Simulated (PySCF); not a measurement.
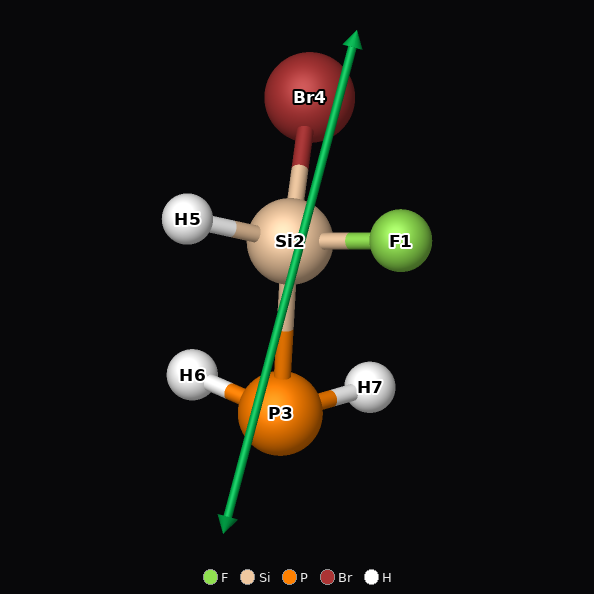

The double arrow shows the direction of the transition dipole to excited singlet state 5 (its length means nothing). The geometry was computed by an optimisation with PBE0-D3(BJ)/def2-SVP. No frequency run is at hand to confirm it as a minimum. Level of theory: TDDFT PBE0/def2-SVPD, vertical, gas phase, core orbitals frozen in the response (PySCF 2.14.0).

Question: How is the transition polarised?

Answer: Close to the long direction P3···Br4.

Question: Give its energy, strength and character.

Answer: 7.09 eV (175 nm), oscillator strength 0.11, mainly HOMO → LUMO+3 (weight 0.55); transition dipole 1.98 D.
